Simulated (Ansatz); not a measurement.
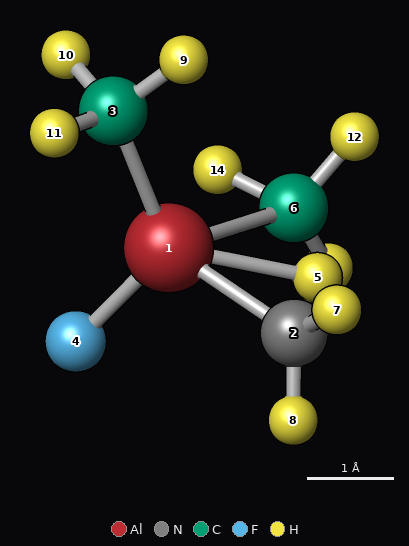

The structure (ball-and-stick view, seen at a tilt; atoms are numbered from 1 in the order of the input). Sticks mark near contacts. Bond lengths as drawn: Al–C 1.94 to 2.18 Å, Al–F 1.70 Å, Al–H 1.82 Å, Al–N 1.92 Å, C–H 1.10 to 1.11 Å and H–N 1.02 Å.

**C$_{2}$H$_{9}$AlFN: frequency calculation**

The run: frequency calculation of C$_{2}$H$_{9}$AlFN. Method and program: RKS CAM-B3LYP-D4/cc-pVDZ (Ansatz 0.2.0).

It belongs to a series of runs on one base structure; here: vibrations at the highest image of the band. Figures and captions count atoms from 1; the log counts them from 0 in places.

The program's output:
```
Engine: ansatz 0.2.0, aarch64-unknown-linux-gnu
Functional definition: CAM-B3LYP
  parameter alpha = 0.19
  parameter beta = 0.46
  parameter omega = 0.33/bohr
  parameter ac = 0.81
  exchange = (1 - alpha - beta)*b88_x + beta*b88_x_sr(omega) + alpha*exact_x + beta*exact_x_lr(omega)
  correlation = (1 - ac)*vwn5_c + ac*lyp_c
1272 factors; integrals over basis functions are off by at most 3.5e-4 eV
447 factors; integrals over basis functions are off by at most 5.1e-7 eV
mean field evaluation 1: about -13014.2564 eV, gradient 7.0e1 eV
mean field evaluation 2: about -13014.4633 eV, gradient 7.1e1 eV
mean field evaluation 4: about -13024.0837 eV, gradient 1.8e0 eV
mean field evaluation 8: about -13024.1155 eV, gradient 1.8e-1 eV
mean field evaluation 16: about -13024.1155 eV, gradient 2.7e-5 eV
mean field -13024.11554998 eV, -478.6274183993 hartree, gradient 2.7e-5 eV, S^2 0.000000; 0 other end points of the search recorded, 0 dependent functions left out
the calculation of the forces begins
reference -13024.11568612 eV, -478.6274234023 hartree; 25, 25 occupied and 94, 94 virtual orbitals, 1272 factors
these checks for a lower state are left out or cut short: stability, starts, cluster_reference, orbital_swaps, neighbouring_geometries, increment
1272 factors; integrals over basis functions are off by at most 3.5e-4 eV
447 factors; integrals over basis functions are off by at most 5.1e-7 eV
mean field -13024.11544979 eV, -478.6274147173 hartree, gradient 2.5e-6 eV, S^2 0.000000; 0 other end points of the search recorded, 0 dependent functions left out
[... from here on the field's lines of each further geometry are left out, up to the last ...]
the calculation of the forces begins
reference -13024.11563637 eV, -478.6274215741 hartree; 25, 25 occupied and 94, 94 virtual orbitals, 1272 factors
these checks for a lower state are left out or cut short: stability, starts, cluster_reference, orbital_swaps, neighbouring_geometries, increment
1272 factors; integrals over basis functions are off by at most 3.5e-4 eV
447 factors; integrals over basis functions are off by at most 5.1e-7 eV
mean field -13024.11550765 eV, -478.6274168435 hartree, gradient 2.8e-6 eV, S^2 0.000000; 0 other end points of the search recorded, 0 dependent functions left out
the calculation of the forces begins
reference -13024.11564379 eV, -478.6274218466 hartree; 25, 25 occupied and 94, 94 virtual orbitals, 1272 factors
WARN: phonons: modes at or below zero, which the zero-point energy, F, S and C_V leave out: 1, the lowest at -1482.24 cm⁻¹. A minimum has none, and a first-order saddle one
Total energy: -13024.32809898 eV, -478.6352294310 hartree
Atom 0 at    -0.677203     0.190721    -0.061045 Å, force    -0.002928    -0.006615    -0.007501 eV/Å
Atom 1 at     0.462441     1.229439    -1.201108 Å, force    -0.022091     0.010886    -0.021784 eV/Å
Atom 2 at    -1.084331    -1.656156    -0.500393 Å, force     0.001998     0.000113     0.001504 eV/Å
Atom 3 at    -1.865775     1.217036     0.589882 Å, force    -0.002588     0.003198     0.004050 eV/Å
Atom 4 at     0.993100     0.918329     0.002064 Å, force     0.016362     0.015292     0.003214 eV/Å
Atom 5 at     1.020140     0.349485     1.296506 Å, force     0.026378    -0.000406    -0.000544 eV/Å
Atom 6 at     0.902495     0.861710    -2.044234 Å, force    -0.000753    -0.004103     0.017646 eV/Å
Atom 7 at     0.253255     2.218709    -1.340461 Å, force     0.005705    -0.013421     0.010058 eV/Å
Atom 8 at    -0.216066    -2.184482    -0.927312 Å, force     0.000708    -0.000946     0.002148 eV/Å
Atom 9 at    -1.409796    -2.219257     0.389313 Å, force    -0.002232     0.000138    -0.000418 eV/Å
Atom 10 at    -1.902298    -1.712684    -1.237740 Å, force     0.003528     0.000456    -0.001380 eV/Å
Atom 11 at     1.862006    -0.356039     1.219254 Å, force    -0.008598    -0.003205     0.000818 eV/Å
Atom 12 at     1.359712     1.260482     1.813973 Å, force    -0.004404    -0.005295    -0.002917 eV/Å
Atom 13 at     0.302322    -0.117194     2.001405 Å, force    -0.011086     0.003907    -0.004893 eV/Å
Dipole moment:     0.535588    -0.044213    -0.361601 e Å
Vibrations: -1482.24 62.73 101.94 136.64 152.20 188.04 221.46 300.94 358.86 518.61 578.23 591.63 632.66 639.91 695.42 703.10 712.99 730.59 854.74 1234.35 1257.54 1335.21 1431.90 1434.93 1443.97 1513.99 1553.85 1836.70 3019.21 3046.23 3097.81 3126.48 3130.28 3146.54 3520.80 3615.17 cm⁻¹, zero-point energy 2.909021 eV
```

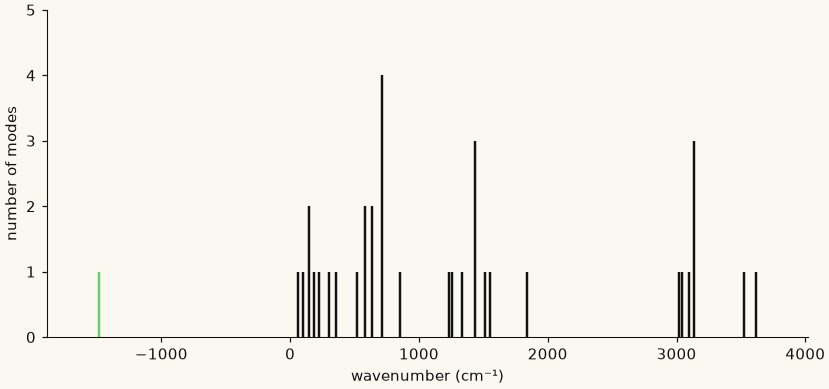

Harmonic vibrational wavenumbers from the force constants; neighbouring modes closer than 23 cm⁻¹ are counted in one stick, and imaginary ones are drawn at negative wavenumbers. 36 modes from 1482i to 3615 cm⁻¹, 1 imaginary beyond 8i (1482i cm⁻¹): a first-order saddle point, if the geometry is stationary.

The run was set up as follows.

Input:
```yaml
crystal:
  periodic: [false, false, false]
  atoms:
    - { symbol: Al, position_ang: [-0.677203, 0.190721, -0.061045] }
    - { symbol: "N", position_ang: [0.462441, 1.229439, -1.201108] }
    - { symbol: C, position_ang: [-1.084331, -1.656156, -0.500393] }
    - { symbol: F, position_ang: [-1.865775, 1.217036, 0.589882] }
    - { symbol: H, position_ang: [0.9931, 0.918329, 0.002064] }
    - { symbol: C, position_ang: [1.02014, 0.349485, 1.296506] }
    - { symbol: H, position_ang: [0.902495, 0.86171, -2.044234] }
    - { symbol: H, position_ang: [0.253255, 2.218709, -1.340461] }
    - { symbol: H, position_ang: [-0.216066, -2.184482, -0.927312] }
    - { symbol: H, position_ang: [-1.409796, -2.219257, 0.389313] }
    - { symbol: H, position_ang: [-1.902298, -1.712684, -1.23774] }
    - { symbol: H, position_ang: [1.862006, -0.356039, 1.219254] }
    - { symbol: H, position_ang: [1.359712, 1.260482, 1.813973] }
    - { symbol: H, position_ang: [0.302322, -0.117194, 2.001405] }
basis:
  gaussian: { orbitals: cc-pVDZ }
hamiltonian:
  xc: cam_b3lyp
  dispersion: d4
phonons: {}
```

Command:
```bash
ansatz run input.yaml --threads 4 --pin off --max-ram 5120MiB --backend cpu --events-out ev --progress --plain --runs-dir out
```

Results in brief:

| quantity | value |
| --- | --- |
| outcome | converged |
| total energy | −13024.3281 eV |
| mean-field energy | −13024.1157 eV |
| largest force (length of the vector) | 0.033 eV/Å |
| hardware | 4 threads of Arm Neoverse N1, 16 GiB of memory available, shared host |
| wall time | 3.8 min (CPU time 14 min) |
| peak memory | 0.35 GiB |
